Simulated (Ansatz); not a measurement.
A computed series for Sn: response to strain

Take Sn in the diamond structure (space group Fd-3m, No. 227; a = 6.566 Å) as the base.

Strains are applied to the cell and any free atomic positions relax.

Method: r2SCAN/PAW in Ansatz (a program for electronic structure), no spin-orbit coupling.

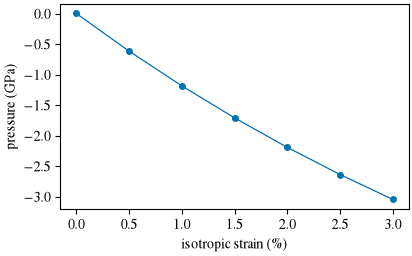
Pressure against isotropic strain

```
isotropic strain (%)  pressure
--------------------  --------
0.5                   -0.6 GPa
1                     -1.2 GPa
1.5                   -1.7 GPa
2                     -2.2 GPa
2.5                   -2.6 GPa
3                     -3.0 GPa
```

No phonon test of stability was made.
